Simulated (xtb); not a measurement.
# Run report: C₂H₃ClGaN, molecular dynamics (part 3 of 4)

The same run, continued: C₂H₃ClGaN, multiplicity 3; GFN2-xTB, GBSA solvent chcl3 (xtb 6.7.1). The geometry comes from this level: RDKit embedding + MMFF94.

Geometry of the input (Å):
```
C  -1.2107  -0.4703  -0.0263
Ga 0.2472  0.5050  -0.5308
Cl -0.1111  2.9038  -0.0858
C  2.2468  -0.2785  -0.4281
N  3.3242  -0.6820  -0.3631
H  -1.2771  -0.3089  1.0863
H  -2.1147  -0.1164  -0.5487
H  -1.1047  -1.5527  -0.2522
```

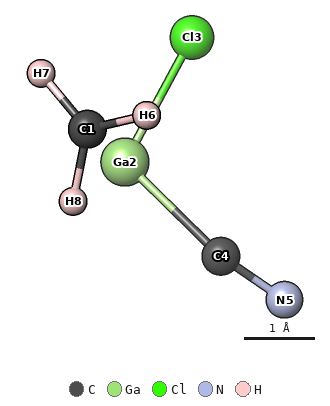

*The geometry at step 11 of the log (ball-and-stick view, seen at a tilt; atoms are numbered from 1 in the order of the input).*

**What the program printed, continued**
```
         #    Occupation            Energy/Eh            Energy/eV
      -------------------------------------------------------------
         1        2.0000           -1.0613177             -28.8799
       ...           ...                  ...                  ...
         8        2.0000           -0.4961954             -13.5022
         9        2.0000           -0.4947981             -13.4641
        10        2.0000           -0.4458551             -12.1323
        11        2.0000           -0.4446738             -12.1002
        12        2.0000           -0.4373993             -11.9022
        13        1.0000           -0.3974219             -10.8144
        14        1.0000           -0.3508115              -9.5461 (HOMO)
        15                         -0.2478009              -6.7430 (LUMO)
        16                         -0.2396476              -6.5211
        17                         -0.1284946              -3.4965
        18                         -0.0586918              -1.5971
        19                         -0.0489905              -1.3331
       ...                                ...                  ...
        33                          1.0918938              29.7119
      -------------------------------------------------------------
                  HL-Gap            0.1030106 Eh            2.8031 eV
             Fermi-level           -0.3583582 Eh           -9.7514 eV

 transition dipole moment (au) for excitation:          13          14
     X       Y       Z
  -1.2555  -0.6675   0.3839  total (au/Debye):    1.473   3.744
 dE (eV)             :    1.268
 oscillator strength :  0.95320E-01

 SCC (total)                   0 d,  0 h,  0 min,  0.004 sec
 SCC setup                      ...        0 min,  0.000 sec (  3.517%)
 Dispersion                     ...        0 min,  0.000 sec (  0.609%)
 classical contributions        ...        0 min,  0.000 sec (  0.173%)
 integral evaluation            ...        0 min,  0.001 sec ( 17.229%)
 iterations                     ...        0 min,  0.001 sec ( 19.784%)
 molecular gradient             ...        0 min,  0.001 sec ( 29.992%)
 printout                       ...        0 min,  0.001 sec ( 28.331%)

         :::::::::::::::::::::::::::::::::::::::::::::::::::::
         ::                     SUMMARY                     ::
         :::::::::::::::::::::::::::::::::::::::::::::::::::::
         :: total energy             -14.387016471929 Eh    ::
         :: w/o Gsasa/hb/shift       -14.376796557282 Eh    ::
         :: gradient norm              0.002634448385 Eh/a0 ::
         :: HOMO-LUMO gap              2.803061562363 eV    ::
         ::.................................................::
         :: SCC energy               -14.541997596252 Eh    ::
         :: -> isotropic ES            0.017369168651 Eh    ::
         :: -> anisotropic ES          0.000247666414 Eh    ::
         :: -> anisotropic XC          0.016218828986 Eh    ::
         :: -> dispersion             -0.004904154370 Eh    ::
         :: -> Gsolv                  -0.015962223087 Eh    ::
         ::    -> Gelec               -0.005742308440 Eh    ::
         ::    -> Gsasa               -0.014326709422 Eh    ::
         ::    -> Ghb                  0.000000000000 Eh    ::
         ::    -> Gshift               0.004106794775 Eh    ::
         :: repulsion energy           0.154981124323 Eh    ::
         :: add. restraining           0.000000000000 Eh    ::
         :: total charge               0.000000000000 e     ::
         :::::::::::::::::::::::::::::::::::::::::::::::::::::

           -------------------------------------------------
          |                Property Printout                |
           -------------------------------------------------

    * Orbital Energies and Occupations

         #    Occupation            Energy/Eh            Energy/eV
      -------------------------------------------------------------
         1        2.0000           -1.0613177             -28.8799
         2        2.0000           -0.6620969             -18.0166
         3        2.0000           -0.6042197             -16.4417
         4        2.0000           -0.5541746             -15.0799
         5        2.0000           -0.5121396             -13.9360
         6        2.0000           -0.5025830             -13.6760
         7        2.0000           -0.4968816             -13.5208
         8        2.0000           -0.4961954             -13.5022
         9        2.0000           -0.4947981             -13.4641
        10        2.0000           -0.4458551             -12.1323
        11        2.0000           -0.4446738             -12.1002
        12        2.0000           -0.4373993             -11.9022
        13        1.0000           -0.3974219             -10.8144
        14        1.0000           -0.3508115              -9.5461 (HOMO)
        15                         -0.2478009              -6.7430 (LUMO)
        16                         -0.2396476              -6.5211
        17                         -0.1284946              -3.4965
        18                         -0.0586918              -1.5971
        19                         -0.0489905              -1.3331
        20                          0.0083907               0.2283
        21                          0.0185575               0.5050
        22                          0.0214410               0.5834
        23                          0.0235034               0.6396
        24                          0.0281903               0.7671
        25                          0.0409780               1.1151
       ...                                ...                  ...
        33                          1.0918938              29.7119
      -------------------------------------------------------------
                  HL-Gap            0.1030106 Eh            2.8031 eV
             Fermi-level           -0.3583582 Eh           -9.7514 eV

     #   Z          covCN         q      C6AA      α(0)
     1   6          3.412    -0.120    26.431     7.901
     2  31          2.224     0.130   215.454    32.918
     3  17          0.788    -0.205   105.460    15.709
     4   6          1.709     0.035    30.485     8.939
     5   7          0.911    -0.177    24.843     7.209
     6   1          0.925     0.112     1.681     2.027
     7   1          0.925     0.108     1.712     2.046
     8   1          0.925     0.117     1.639     2.002

 Mol. C6AA /au·bohr⁶  :       1930.621094
 Mol. C8AA /au·bohr⁸  :      97318.247621
 Mol. α(0) /au        :         78.751755

Wiberg/Mayer (AO) data.
largest (>0.10) Wiberg bond orders for each atom

 ---------------------------------------------------------------------------
     #   Z sym  total        # sym  WBO       # sym  WBO       # sym  WBO
 ---------------------------------------------------------------------------
     1   6      3.523 --     8      0.943     6      0.940     7      0.934
                             2      0.554
     2  31      2.608 --     3      1.145     4      0.625     1      0.554
                             5      0.155
     3  17      1.334 --     2      1.145
     4   6      3.654 --     5      2.879     2      0.625
     5   7      3.177 --     4      2.879     2      0.155
     6   1      0.987 --     1      0.940
     7   1      0.988 --     1      0.934
     8   1      0.986 --     1      0.943
 ---------------------------------------------------------------------------

Topologies differ in total number of bonds
Writing topology from bond orders to xtbtopo.mol

molecular dipole:
                 x           y           z       tot (Debye)
 q only:       -1.224      -0.959      -0.123
   full:       -1.325      -0.607      -0.371       3.822
molecular quadrupole (traceless):
                xx          xy          yy          xz          yz          zz
 q only:       -1.155       3.664      -3.939       0.046      -0.428       5.094
  q+dip:       -3.290       4.755      -2.535      -0.391      -1.542       5.825
   full:       -3.539       6.404      -3.859      -0.158      -1.093       7.398

           -------------------------------------------------
          |                Geometry Summary                 |
           -------------------------------------------------

      molecular mass/u    :      146.2280009
   center of mass at/Å    :        0.4308485       0.9933009      -0.5531003
  moments of inertia/u·Å² :        0.1322158E+03   0.3264111E+03   0.3875217E+03
rotational constants/cm⁻¹ :        0.1275009E+00   0.5164540E-01   0.4350113E-01

 * 5 selected distances

     #   Z          #   Z                                           value/Å
     2  31          3  17                                         2.1830057 (max)
     4   6          5   7                                         1.1498203
     1   6          6   1                                         1.0863062
     1   6          7   1                                         1.0853593
     1   6          8   1                                         1.0838462 (min)

 * 3 distinct bonds (by element types)

   Z      Z             #   av. dist./Å        max./Å        min./Å
   1 H    6 C           3     1.0851706     1.0863062     1.0838462
   6 C    7 N           1     1.1498203     1.1498203     1.1498203
  17 Cl  31 Ga          1     2.1830057     2.1830057     2.1830057

optimized geometry written to: xtbopt.xyz

           -------------------------------------------------
          | TOTAL ENERGY              -14.387016471929 Eh   |
          | GRADIENT NORM               0.002634448385 Eh/α |
          | HOMO-LUMO GAP               2.803061562363 eV   |
           -------------------------------------------------
           -------------------------------------------------
          |               Molecular Dynamics                |
           -------------------------------------------------
 trajectories on xtb.trj or xtb.trj.<n>

 MD time /ps        :    0.50
 dt /fs             :    2.00
 SCC accuracy       :    2.00
 temperature /K     :  350.00
 max steps          :   250
 block length (av.) :  2500
 dumpstep(trj) /fs  :   20.00    10
 dumpstep(coords)/fs: 1000.00   500
 H atoms mass (amu) :     2
 # deg. of freedom  :    21
 SHAKE on. # bonds  :           3  all: F
         time (ps)    <Epot>      Ekin   <T>   T     Etot       error
      0    0.00      0.00000   0.0495    0.    0.   -14.33755    0.0000
    200    0.40    -14.30257   0.0102  332.  307.   -14.36523    0.0024
 average properties
 Epot               :  -14.316876302078997
 Epot (accurate SCC):  -14.374159362460917
 Ekin               :   1.1083393433820900E-002
 Etot               :  -14.305792908645175
 T                  :   333.32020336273553
 normal exit of md()

------------------------------------------------------------------------
------------------------------------------------------------------------
 total:
 *  cpu-time:     0 d,  0 h,  0 min,  1.148 sec
 * ratio c/w:     0.999 speedup
 SCF:
 *  cpu-time:     0 d,  0 h,  0 min,  0.009 sec
 * ratio c/w:     1.000 speedup
 ANC optimizer:
 *  cpu-time:     0 d,  0 h,  0 min,  0.066 sec
 * ratio c/w:     0.999 speedup
 MD:
 *  cpu-time:     0 d,  0 h,  0 min,  1.065 sec
 * ratio c/w:     0.999 speedup
```

**File xtbopt.xyz**
```
8
 energy: -14.387016471929 gnorm: 0.002634448385 xtb: 6.7.1 (unknown-commit)
C           -1.07904569619284       -0.54400133686618        0.00438036636016
Ga           0.35689161539539        0.98664003216258       -1.05591320040283
Cl          -0.19488098267485        2.85894865298044       -0.07840599180558
C            1.78656504025788       -0.43821674509548       -0.24359238818505
N            2.87767742823616       -0.78607799659550       -0.14086593725813
H           -0.85960844372075       -0.41944567136907        1.06097588745831
H           -2.03535832297185       -0.13167506952744       -0.30132819635326
H           -0.85223963833048       -1.52617286568898       -0.39389153981329
```

**Trajectory as extended XYZ (Å, eV, eV/Å), 38 frames, from step=0 to step=24**
```
8
Properties=species:S:1:pos:R:3 step=0 energy=-389.83683
C    -1.2107   -0.4703   -0.0263
Ga    0.2472    0.5050   -0.5308
Cl   -0.1111    2.9038   -0.0858
C     2.2468   -0.2785   -0.4281
N     3.3242   -0.6820   -0.3631
H    -1.2771   -0.3089    1.0863
H    -2.1147   -0.1164   -0.5487
H    -1.1046   -1.5527   -0.2522
8
Properties=species:S:1:pos:R:3 step=1 energy=-390.79360
C    -1.2134   -0.4748   -0.0142
Ga    0.2751    0.6153   -0.7067
Cl   -0.1331    2.8899   -0.0538
C     2.2186   -0.4034   -0.2716
N     3.3693   -0.6375   -0.4340
H    -1.2937   -0.3170    1.0808
H    -2.1258   -0.1237   -0.5140
H    -1.0969   -1.5489   -0.2352
8
Properties=species:S:1:pos:R:3 step=2 energy=-391.11383
C    -1.2213   -0.4983    0.0297
Ga    0.3226    0.8034   -0.8583
Cl   -0.1532    2.7891   -0.0370
C     2.2367   -0.3840   -0.3631
N     3.2937   -0.6987   -0.3166
H    -1.3067   -0.3510    1.0918
H    -2.1186   -0.1182   -0.4638
H    -1.0532   -1.5422   -0.2312
8
Properties=species:S:1:pos:R:3 step=3 energy=-391.34216
C    -1.2157   -0.4937    0.0356
Ga    0.3058    0.8350   -0.9657
Cl   -0.1645    2.7299   -0.0054
C     2.1597   -0.4348   -0.3381
N     3.2763   -0.6759   -0.2837
H    -1.2428   -0.3282    1.1030
H    -2.1116   -0.1055   -0.4535
H    -1.0072   -1.5268   -0.2409
8
Properties=species:S:1:pos:R:3 step=4 energy=-391.38256
C    -1.2044   -0.4972    0.0314
Ga    0.3111    0.8390   -1.0428
Cl   -0.1835    2.7247    0.0265
C     2.0861   -0.4825   -0.2972
N     3.2289   -0.6586   -0.2730
H    -1.1698   -0.2994    1.1009
H    -2.0997   -0.1044   -0.4507
H    -0.9687   -1.5215   -0.2438
8
Properties=species:S:1:pos:R:3 step=5 energy=-391.41543
C    -1.1931   -0.5061    0.0322
Ga    0.3277    0.8775   -1.0192
Cl   -0.1857    2.7251    0.0029
C     2.0259   -0.4906   -0.2665
N     3.1676   -0.6720   -0.2847
H    -1.1356   -0.3102    1.1001
H    -2.0837   -0.1072   -0.4476
H    -0.9230   -1.5165   -0.2659
8
Properties=species:S:1:pos:R:3 step=6 energy=-391.46383
C    -1.1596   -0.5262    0.0233
Ga    0.3762    0.9184   -1.0024
Cl   -0.2066    2.7739   -0.0083
C     1.9237   -0.4742   -0.2640
N     3.0368   -0.7285   -0.2608
H    -1.0584   -0.3151    1.0841
H    -2.0558   -0.1310   -0.4360
H    -0.8564   -1.5173   -0.2847
8
Properties=species:S:1:pos:R:3 step=7 energy=-391.47791
C    -1.1350   -0.5353    0.0167
Ga    0.4024    0.9416   -0.9906
Cl   -0.1982    2.8005   -0.0249
C     1.8487   -0.4768   -0.2499
N     2.9673   -0.7365   -0.2500
H    -1.0124   -0.3300    1.0733
H    -2.0463   -0.1462   -0.4184
H    -0.8265   -1.5173   -0.3048
8
Properties=species:S:1:pos:R:3 step=8 energy=-391.48265
C    -1.1224   -0.5337    0.0124
Ga    0.4002    0.9556   -1.0033
Cl   -0.1943    2.8192   -0.0309
C     1.8318   -0.4764   -0.2487
N     2.9499   -0.7463   -0.2319
H    -0.9889   -0.3437    1.0715
H    -2.0536   -0.1568   -0.3992
H    -0.8227   -1.5180   -0.3186
8
Properties=species:S:1:pos:R:3 step=9 energy=-391.48537
C    -1.1087   -0.5330    0.0086
Ga    0.3918    0.9704   -1.0166
Cl   -0.1858    2.8396   -0.0416
C     1.8205   -0.4674   -0.2554
N     2.9345   -0.7580   -0.2037
H    -0.9627   -0.3648    1.0705
H    -2.0595   -0.1664   -0.3727
H    -0.8300   -1.5205   -0.3378
8
Properties=species:S:1:pos:R:3 step=10 energy=-391.48659
C    -1.1037   -0.5344    0.0078
Ga    0.3864    0.9759   -1.0238
Cl   -0.1868    2.8449   -0.0461
C     1.8134   -0.4644   -0.2529
N     2.9240   -0.7637   -0.1945
H    -0.9468   -0.3721    1.0700
H    -2.0559   -0.1645   -0.3630
H    -0.8307   -1.5216   -0.3462
8
Properties=species:S:1:pos:R:3 step=11 energy=-391.48958
C    -1.0886   -0.5408    0.0057
Ga    0.3675    0.9854   -1.0422
Cl   -0.1897    2.8567   -0.0649
C     1.7966   -0.4488   -0.2477
N     2.8951   -0.7785   -0.1630
H    -0.8960   -0.3999    1.0653
H    -2.0425   -0.1481   -0.3276
H    -0.8424   -1.5260   -0.3741
8
Properties=species:S:1:pos:R:3 step=12 energy=-391.49066
C    -1.0791   -0.5440    0.0044
Ga    0.3569    0.9866   -1.0559
Cl   -0.1949    2.8590   -0.0784
C     1.7866   -0.4382   -0.2436
N     2.8777   -0.7861   -0.1409
H    -0.8596   -0.4194    1.0610
H    -2.0354   -0.1317   -0.3013
H    -0.8522   -1.5262   -0.3939
8
Properties=species:S:1:pos:R:3 step=0 time_fs=0.0 energy=-391.49066
C    -1.0791   -0.5440    0.0044
Ga    0.3569    0.9866   -1.0559
Cl   -0.1949    2.8590   -0.0784
C     1.7866   -0.4382   -0.2436
N     2.8777   -0.7861   -0.1409
H    -0.8596   -0.4194    1.0610
H    -2.0354   -0.1317   -0.3013
H    -0.8522   -1.5262   -0.3939
8
Properties=species:S:1:pos:R:3 step=1 time_fs=20.0 energy=-391.15944
C    -1.1243   -0.5222   -0.0525
Ga    0.3705    0.9576   -1.0917
Cl   -0.1857    2.8527   -0.0246
C     1.7955   -0.3171   -0.1000
N     2.8462   -0.7256   -0.1948
H    -0.5060   -0.2475    0.7974
H    -1.8863    0.2276   -0.2404
H    -1.2217   -1.5897   -0.2130
8
Properties=species:S:1:pos:R:3 step=2 time_fs=40.0 energy=-391.14601
C    -1.1327   -0.4420   -0.0104
Ga    0.3811    0.9407   -1.1287
Cl   -0.1740    2.8071    0.0057
C     1.7942   -0.2037   -0.0313
N     2.8599   -0.6884   -0.2077
H    -0.7093   -0.3792    0.9880
H    -2.0479    0.1389   -0.0639
H    -1.4702   -1.3942   -0.4031
8
Properties=species:S:1:pos:R:3 step=3 time_fs=60.0 energy=-391.07768
C    -1.3022   -0.3959    0.1096
Ga    0.3785    0.9455   -1.1502
Cl   -0.1490    2.7316    0.0066
C     1.8501   -0.1495   -0.0680
N     2.8582   -0.6392   -0.1635
H    -0.9237   -0.7155    1.0764
H    -2.0662    0.3685    0.0095
H    -0.8962   -1.0613   -0.6435
8
Properties=species:S:1:pos:R:3 step=4 time_fs=80.0 energy=-391.06863
C    -1.3018   -0.3571    0.1828
Ga    0.3753    0.9692   -1.1563
Cl   -0.1195    2.6648   -0.0037
C     1.8698   -0.1164   -0.1853
N     2.9140   -0.6113   -0.0745
H    -1.3674   -0.8564    1.1454
H    -2.2380    0.1693    0.0265
H    -1.2041   -0.9935   -0.6891
8
Properties=species:S:1:pos:R:3 step=5 time_fs=100.0 energy=-391.24903
C    -1.4729   -0.4496    0.1534
Ga    0.3681    0.9827   -1.1673
Cl   -0.1007    2.6562    0.0125
C     1.9268   -0.1620   -0.2932
N     2.9681   -0.5714    0.0260
H    -1.0204   -0.5599    1.1347
H    -2.1359    0.4073    0.0892
H    -1.4281   -1.2929   -0.5260
8
Properties=species:S:1:pos:R:3 step=6 time_fs=120.0 energy=-391.12152
C    -1.5392   -0.4810    0.1643
Ga    0.3584    0.9721   -1.1954
Cl   -0.0924    2.7073    0.0636
C     2.0039   -0.2696   -0.3429
N     3.0036   -0.5146    0.1044
H    -0.6832   -0.4075    0.8290
H    -2.2544    0.2967   -0.0843
H    -1.7710   -1.4384   -0.2877
8
Properties=species:S:1:pos:R:3 step=7 time_fs=140.0 energy=-390.89699
C    -1.5356   -0.5253    0.0502
Ga    0.3519    0.9577   -1.2226
Cl   -0.0813    2.7599    0.1097
C     2.0082   -0.3570   -0.3876
N     3.0473   -0.4605    0.1707
H    -0.7935   -0.2730    0.8023
H    -2.2981    0.2355    0.1840
H    -1.9436   -1.5287    0.0902
8
Properties=species:S:1:pos:R:3 step=8 time_fs=160.0 energy=-391.04596
C    -1.5687   -0.5180    0.1528
Ga    0.3463    0.9504   -1.2287
Cl   -0.0594    2.7717    0.1196
C     2.0197   -0.3852   -0.3931
N     2.9968   -0.4086    0.1726
H    -0.7388   -0.4521    0.8507
H    -2.2974    0.2305   -0.1414
H    -1.7076   -1.5353   -0.1943
8
Properties=species:S:1:pos:R:3 step=9 time_fs=180.0 energy=-391.18498
C    -1.5065   -0.5556    0.1568
Ga    0.3442    0.9527   -1.2074
Cl   -0.0266    2.7351    0.0873
C     1.9368   -0.3199   -0.4111
N     2.9407   -0.3807    0.1546
H    -1.1600   -0.4451    1.1804
H    -2.1575    0.2774   -0.0891
H    -1.4153   -1.3840   -0.5361
```
